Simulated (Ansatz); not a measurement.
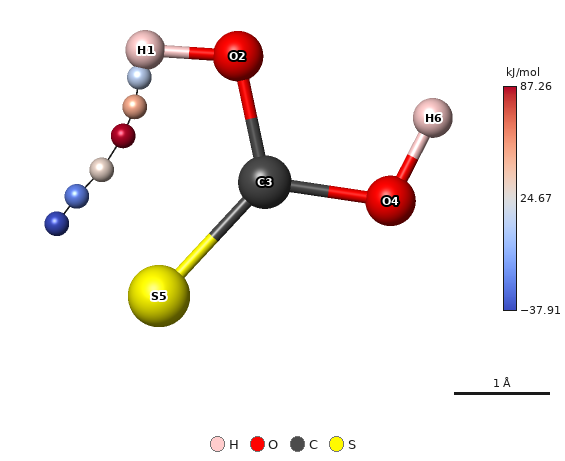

A nudged-elastic-band calculation for CH2O2S. Images are numbered from 0 (start) to 6 (end). The start is drawn whole; smaller spheres mark the moving atoms (H) in the later images, joined by lines and coloured by the energy of the image relative to the start. A ball-and-stick model, seen face on.

Level of theory: RKS PBE/def2-TZVP in Ansatz 0.2.0.

Input
```yaml
crystal:
  periodic: [false, false, false]
  atoms:
    - { symbol: H, position_ang: [0.851292, -0.738637, -1.273471] }
    - { symbol: O, position_ang: [0.198425, -0.873345, -0.557614] }
    - { symbol: C, position_ang: [0.062339, 0.331371, 0.050118] }
    - { symbol: O, position_ang: [-0.8183, 0.252243, 1.053855] }
    - { symbol: S, position_ang: [0.85876, 1.696083, -0.37661] }
    - { symbol: H, position_ang: [-1.152517, -0.667714, 1.103621] }
basis:
  gaussian: { orbitals: def2-TZVP }
hamiltonian:
  xc: pbe
neb:
  order_check: false
  images: 5
  f_tol: 0.03
  max_iterations: 60
  final_atoms:
    - { symbol: H, position_ang: [1.45179619, 0.36049079, -1.56848138] }
    - { symbol: O, position_ang: [-0.1231234, -1.30199535, -0.34044824] }
    - { symbol: C, position_ang: [-0.08604069, -0.15661619, 0.04166477] }
    - { symbol: O, position_ang: [-0.81065139, 0.34229567, 1.07832919] }
    - { symbol: S, position_ang: [0.90634647, 1.16616326, -0.62915181] }
    - { symbol: H, position_ang: [-1.33832817, -0.41033717, 1.41798647] }
  initial_path:
    images:
      - { positions_ang: [[0.851292, -0.738637, -1.273471], [0.198425, -0.873345, -0.557614], [0.062339, 0.331371, 0.050118], [-0.8183, 0.252243, 1.053855], [0.85876, 1.696083, -0.37661], [-1.152517, -0.667714, 1.103621]] }
      - { positions_ang: [[0.90205343, -0.57868963, -1.27350739], [0.19463661, -0.89472262, -0.56081083], [0.03816109, 0.27527568, 0.0569049], [-0.8246119, 0.25070491, 1.06124799], [0.88025878, 1.59419394, -0.43962123], [-1.190499, -0.64676128, 1.15568556]] }
      - { positions_ang: [[0.95281486, -0.41874226, -1.27354379], [0.19084822, -0.91610024, -0.56400766], [0.01398318, 0.21918035, 0.06369181], [-0.8309238, 0.24916683, 1.06864098], [0.90175755, 1.49230488, -0.50263246], [-1.22848101, -0.62580856, 1.20775012]] }
      - { positions_ang: [[1.00357629, -0.25879489, -1.27358018], [0.18705983, -0.93747786, -0.56720449], [-0.01019474, 0.16308503, 0.07047871], [-0.83723571, 0.24762874, 1.07603397], [0.92325633, 1.39041581, -0.56564369], [-1.26646301, -0.60485583, 1.25981467]] }
      - { positions_ang: [[1.15298292, -0.05236633, -1.37188058], [0.08366542, -1.05898369, -0.49161907], [-0.03547672, 0.05651796, 0.06087406], [-0.82837427, 0.27918438, 1.07679904], [0.91761971, 1.31566496, -0.58681306], [-1.29041806, -0.54001628, 1.31253861]] }
      - { positions_ang: [[1.30238956, 0.15406223, -1.47018098], [-0.01972899, -1.18048952, -0.41603365], [-0.06075871, -0.05004911, 0.05126941], [-0.81951283, 0.31074002, 1.07756411], [0.91198309, 1.24091411, -0.60798244], [-1.31437311, -0.47517673, 1.36526254]] }
      - { positions_ang: [[1.45179619, 0.36049079, -1.56848138], [-0.1231234, -1.30199535, -0.34044824], [-0.08604069, -0.15661619, 0.04166477], [-0.81065139, 0.34229567, 1.07832919], [0.90634647, 1.16616326, -0.62915181], [-1.33832817, -0.41033717, 1.41798647]] }
```

Launched with:
```bash
ansatz run input.yaml --threads 4 --pin off --max-ram 5120MiB --backend cpu --events-out ev --progress --plain --runs-dir out
```

### Describe the path and its energy.

A hydrogen atom shifts from one atom to another. Breaking: H1–O2 (0.98 → 1.33 at the top → 2.60 Å). Forming: H1–S5 (2.59 → 1.67 at the top → 1.35 Å). The highest point, image 3, lies 87.3 kJ/mol above the start and 125.2 kJ/mol above the end; the end is at −37.9 kJ/mol relative to the start. The band converged in 10 iterations, with a climbing image at the top.
